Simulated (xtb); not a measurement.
CH$_{4}$N$_{2}$SSi (charge −1): geometry relaxation (part 1 of 3)

System: CH$_{4}$N$_{2}$SSi, charge −1, multiplicity 2.
Method: GFN-FF (xtb 6.7.1).

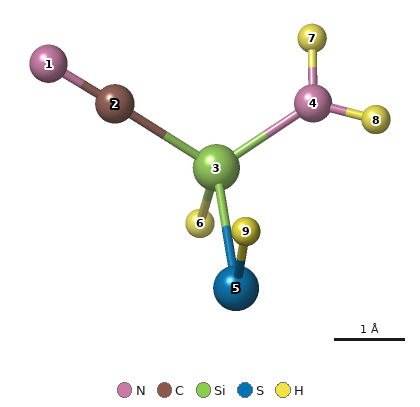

Figure 1. The input geometry (ball-and-stick view, seen at a tilt; atoms are numbered from 1 in the order of the input). Bond lengths as drawn: C–N 1.13 Å, C–Si 1.79 Å, H–N 0.94 to 1.01 Å, H–S 1.42 Å, H–Si 1.62 Å, N–Si 1.67 Å and S–Si 2.15 Å.

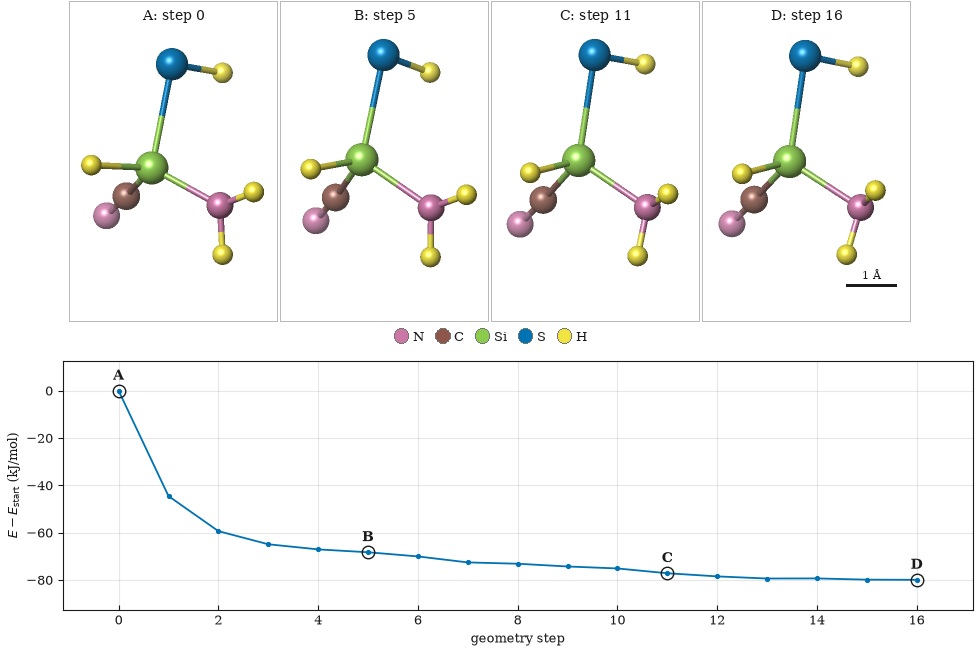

Figure 2. Frames of the relaxation (ball-and-stick view, seen at a tilt) above the curves, on which the letters mark them (steps are counted from 0).

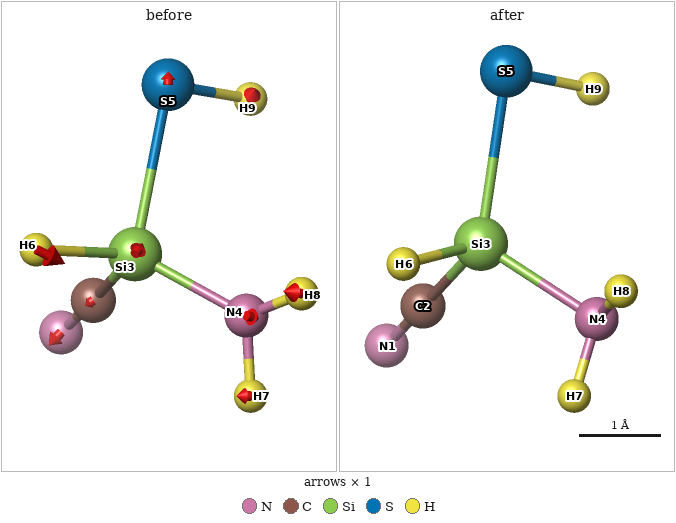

Figure 3. Before (left) and after (right) the relaxation, at one scale (ball-and-stick view, seen at a tilt). The red arrows give the displacements, at true length. Over 16 geometry steps the energy falls by 79.9 kJ/mol. The largest move after the best rigid fit is that of H6, 0.43 Å. By element the largest moves are H 0.43 Å, N 0.23 Å, Si 0.22 Å, S 0.17 Å, C 0.13 Å. Among the contacts that change: Si3–H6 1.615 → 1.454 Å, Si3–N4 1.667 → 1.796 Å, S5–H9 1.419 → 1.336 Å, N4–H8 0.939 → 1.009 Å. Among the angles that change: Si3–N4–H8 131.9° → 108.6°, N4–Si3–H6 116.5° → 103.5°, C2–Si3–S5 110.7° → 121.4°. (Atoms are counted from 1 in the order of the input.)

The input that produced these results follows, with the program's output.

## Input (geom.xyz)
```
9
CH4N2SSi
N      1.85719400    -0.83992400     2.01931600
C      1.23222600    -0.40512400     1.17933300
Si     0.36691200     0.30058700    -0.21601200
N     -0.59823200    -0.82057500    -0.98454200
S     -0.90597000     1.91299700     0.41644100
H      1.34597500     1.17505900    -1.15729500
H     -0.20831400    -1.72268400    -1.19559700
H     -1.38874100    -0.73050500    -1.48361700
H     -1.66100700     1.04655500     1.24933800
```

## File .CHRG
```
-1
```

## File .UHF
```
1
```

## File detailed.inp
```
$fix
   atoms: 6
$end
```

Launched with:
```bash
xtb --opt sloppy --cma --dipole --gfnff --input detailed.inp --parallel 1 -- geom.xyz > out.txt 2> xtb.err
```

## The program's output
```
* xtb version 6.7.1
   ID    Z sym.   atoms
    1    7 N      1, 4
    2    6 C      2
    3   14 Si     3
    4   16 S      5
    5    1 H      6-9

           -------------------------------------------------
          |                Calculation Setup                |
           -------------------------------------------------

          program call               : xtb --opt sloppy --cma --dipole --gfnff --input detailed.inp --parallel 1 -- geom.xyz
          coordinate file            : geom.xyz
          omp threads                :                     1

          charge from .CHRG file: -1

          ==================== Thresholds ====================
          CN  :   150.00000
          rep :   500.00000
          disp:  2500.00000
          HB1 :   250.00000
          HB2 :   450.00000

          Pauling EN used:
          Z : 1  EN :  2.20
          Z : 6  EN :  2.55
          Z : 7  EN :  3.04
          Z :14  EN :  1.90
          Z :16  EN :  2.58
          electric field strengths (au): 0.000

           -------------------------------------------------
          |           Force Field Initialization            |
           -------------------------------------------------

          distances ...
          ----------------------------------------
          generating topology and atomic info file ...
          pair mat ...
          computing topology distances matrix with Floyd-Warshall algo ...
          making topology EEQ charges ...
          #fragments for EEQ constrain: 1
          ----------------------------------------
          generating topology and atomic info file ...
          pair mat ...
          computing topology distances matrix with Floyd-Warshall algo ...
          making topology EEQ charges ...
          #fragments for EEQ constrain: 1
          rings ...
          # BATM   34
          # H in HB   4

  atom   neighbors  erfCN metchar sp-hybrid imet pi  qest     coordinates
    1  N       1    0.98   0.00         1    0    1  -0.483    6.538335   -1.078297    0.458408
    2  C       2    1.92   0.00         1    0    1  -0.010    4.531969   -0.471797    0.015446
    3  Si      4    3.42   0.08         3    0    0   0.179    1.414021    0.411522   -0.935004
    4  N       3    2.79   0.00         3    0    0  -0.383   -0.785239   -1.416161    0.386866
    5  S       2    1.90   0.00         3    0    0  -0.328    0.613800    4.242418    0.152436
    6  H       1    0.86   0.04         0    0    0  -0.083    1.209771    0.823199   -3.952736
    7  H       1    0.98   0.00         0    0    0   0.053   -0.531911   -3.298505    0.359606
    8  H       1    0.98   0.00         0    0    0   0.053   -2.481754   -1.111529    0.810007
    9  H       1    0.97   0.01         0    0    0   0.001    0.939529    3.657805    2.749763

          #atoms :   9
          #bonds :   8
          #angl  :   11
          #tors  :   10
          #nmol  :   1
          #optfrag :   1
           -------------------------------------------------
          |                   G F N - F F                   |
          |          A general generic force-field          |
          |                  Version 1.0.3                  |
           -------------------------------------------------
          Number of HB bonds (bound hydrogen)     30
          Number of HB bonds (unbound hydrogen)   10
          Number of XB bonds                      0

 E+G (total)                   0 d,  0 h,  0 min,  0.000 sec
 distance/D3 list               ...        0 min,  0.000 sec (  0.977%)
 non bonded repulsion           ...        0 min,  0.000 sec (  4.684%)
 dCN                            ...        0 min,  0.000 sec (  7.493%)
 EEQ energy and q               ...        0 min,  0.000 sec (  8.205%)
 D3                             ...        0 min,  0.000 sec (  7.912%)
 EEQ gradient                   ...        0 min,  0.000 sec (  2.200%)
 bonds                          ...        0 min,  0.000 sec (  7.223%)
 bend and torsion               ...        0 min,  0.000 sec ( 10.447%)
 bonded ATM                     ...        0 min,  0.000 sec (  3.203%)
 HB/XB (incl list setup)        ...        0 min,  0.000 sec ( 39.217%)

         :::::::::::::::::::::::::::::::::::::::::::::::::::::
         ::                     SUMMARY                     ::
         :::::::::::::::::::::::::::::::::::::::::::::::::::::
         :: total energy              -2.472607700895 Eh    ::
         :: gradient norm              0.166246548939 Eh/a0 ::
         ::.................................................::
         :: bond energy               -1.371166577193 Eh    ::
         :: angle energy               0.017025261675 Eh    ::
         :: torsion energy             0.001726285841 Eh    ::
         :: repulsion energy           0.090308274862 Eh    ::
         :: electrostat energy        -1.207056019150 Eh    ::
         :: dispersion energy         -0.005313028936 Eh    ::
         :: HB energy                 -0.000000036617 Eh    ::
         :: XB energy                  0.000000000000 Eh    ::
         :: bonded atm energy          0.001868138623 Eh    ::
         :: external energy            0.000000000000 Eh    ::
         :: add. restraining           0.000000000000 Eh    ::
         :: total charge              -1.000000000000 e     ::
         :::::::::::::::::::::::::::::::::::::::::::::::::::::

      -----------------------------------------------------------
     |                   =====================                   |
     |                        A N C O P T                        |
     |                   =====================                   |
     |               Approximate Normal Coordinate               |
     |                Rational Function Optimizer                |
      -----------------------------------------------------------

          ...................................................
          :                      SETUP                      :
          :.................................................:
          :   optimization level            sloppy          :
          :   max. optcycles                   200          :
          :   ANC micro-cycles                  20          :
          :   degrees of freedom                21          :
          :.................................................:
          :   RF solver                   davidson          :
          :   write xtbopt.log                true          :
          :   linear?                        false          :
          :   energy convergence         0.1000000E-03 Eh   :
          :   grad. convergence          0.6000000E-02 Eh/α :
          :   maximum RF displ.          1.0000000          :
          :   Hlow (freq-cutoff)         0.1000000E-01      :
          :   Hmax (freq-cutoff)         5.0000000          :
          :   S6 in model hess.         20.0000000          :
          ...................................................

generating ANC from exact Hessian ...
Using GFN-FF Lindh-Hessian
 Shifting diagonal of input Hessian by    1.0051289116973004E-002
 Lowest  eigenvalues of input Hessian
    0.010000    0.000000    0.000000    0.000000    0.000000    0.000000
    0.000000    0.010250    0.011353    0.013130    0.013966    0.015506
    0.019753    0.028363    0.063539    0.088444    0.138459    0.221437
 Highest eigenvalues
    0.700986    0.866335    0.934186    2.087368    2.647991    2.842185

........................................................................
.............................. CYCLE    1 ..............................
........................................................................
     iter. time                 ...        0 min,  0.000 sec
 * total energy  :    -2.4726077 Eh     change        0.0000000E+00 Eh
   gradient norm :     0.1601010 Eh/α   predicted     0.0000000E+00 (   0.00%)
   displ. norm   :     0.2837804 α      lambda       -0.2516613E-01
   maximum displ.:     0.1445545 α      in ANC's #7, #10, #13, ...

........................................................................
.............................. CYCLE    2 ..............................
........................................................................
     iter. time                 ...        0 min,  0.000 sec
 * total energy  :    -2.4895645 Eh     change       -0.1695679E-01 Eh
   gradient norm :     0.0658215 Eh/α   predicted    -0.1359640E-01 ( -19.82%)
   displ. norm   :     0.2995512 α      lambda       -0.8375231E-02
   maximum displ.:     0.1608837 α      in ANC's #7, #5, #6, ...

........................................................................
.............................. CYCLE    3 ..............................
........................................................................
     iter. time                 ...        0 min,  0.000 sec
 * total energy  :    -2.4952025 Eh     change       -0.5638051E-02 Eh
   gradient norm :     0.0347602 Eh/α   predicted    -0.4563376E-02 ( -19.06%)
   displ. norm   :     0.3359697 α      lambda       -0.3124615E-02
   maximum displ.:     0.1755056 α      in ANC's #7, #6, #5, ...

........................................................................
.............................. CYCLE    4 ..............................
........................................................................
     iter. time                 ...        0 min,  0.000 sec
 * total energy  :    -2.4973159 Eh     change       -0.2113338E-02 Eh
   gradient norm :     0.0193912 Eh/α   predicted    -0.1738650E-02 ( -17.73%)
   displ. norm   :     0.3068708 α      lambda       -0.1201899E-02
   maximum displ.:     0.1693162 α      in ANC's #6, #5, #7, ...

........................................................................
.............................. CYCLE    5 ..............................
........................................................................
     iter. time                 ...        0 min,  0.000 sec
 * total energy  :    -2.4981406 Eh     change       -0.8247272E-03 Eh
   gradient norm :     0.0127644 Eh/α   predicted    -0.6575358E-03 ( -20.27%)
   displ. norm   :     0.3418660 α      lambda       -0.8834146E-03
   maximum displ.:     0.1992846 α      in ANC's #5, #6, #7, ...

........................................................................
.............................. CYCLE    6 ..............................
........................................................................
     iter. time                 ...        0 min,  0.000 sec
 * total energy  :    -2.4986023 Eh     change       -0.4617111E-03 Eh
   gradient norm :     0.0212738 Eh/α   predicted    -0.4933373E-03 (   6.85%)
   displ. norm   :     0.3418616 α      lambda       -0.8598603E-03
   maximum displ.:     0.2106389 α      in ANC's #5, #6, #4, ...

........................................................................
.............................. CYCLE    7 ..............................
........................................................................
     iter. time                 ...        0 min,  0.000 sec
 * total energy  :    -2.4992744 Eh     change       -0.6720541E-03 Eh
   gradient norm :     0.0123547 Eh/α   predicted    -0.4801774E-03 ( -28.55%)
   displ. norm   :     0.5349311 α      lambda       -0.1247586E-02
   maximum displ.:     0.3369284 α      in ANC's #6, #5, #4, ...

........................................................................
.............................. CYCLE    8 ..............................
........................................................................
     iter. time                 ...        0 min,  0.000 sec
 * total energy  :    -2.5002362 Eh     change       -0.9617980E-03 Eh
   gradient norm :     0.0196521 Eh/α   predicted    -0.8022861E-03 ( -16.58%)
   displ. norm   :     0.4124636 α      lambda       -0.9359666E-03
   maximum displ.:     0.2407930 α      in ANC's #6, #5, #1, ...
```
